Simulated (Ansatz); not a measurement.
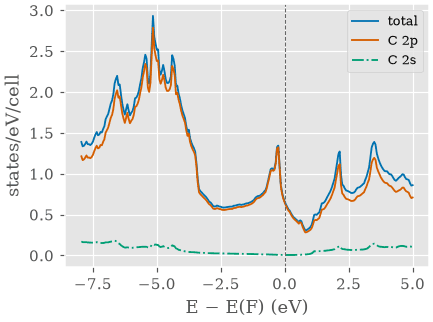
*Total and projected density of states of C in space group P4_2/mmc (No. 131; C on 2e, C on 4i), PBEsol in the plane-wave PAW code Ansatz*

Q: Which orbitals carry the states next to the Fermi level?

A: Within 0.5 eV of the Fermi level: C 2p 98 %. Projections are on Löwdin-orthogonalised atomic valence shells; empty p or d shells of many metals are not among them.

Q: Where is the tallest occupied peak in this window, and what makes it?

A: Near -5.1 eV, about 2.9 states/eV per cell; the largest projected share is C 2p.

The start of the workflow was typed in or built on a structure type; neither database checked (COD, Materials Project) lists it. It is not the phase usual at ambient conditions (space group No. 194, 227). The PBEsol relaxation kept the symmetry of its start; its stability against distortions is not shown here.

Potentials: the earlier of the program's two PAW sets. The files were generated under PBE; for other functionals the program regenerates the frozen cores, and for LDA and PBEsol the local potential too.
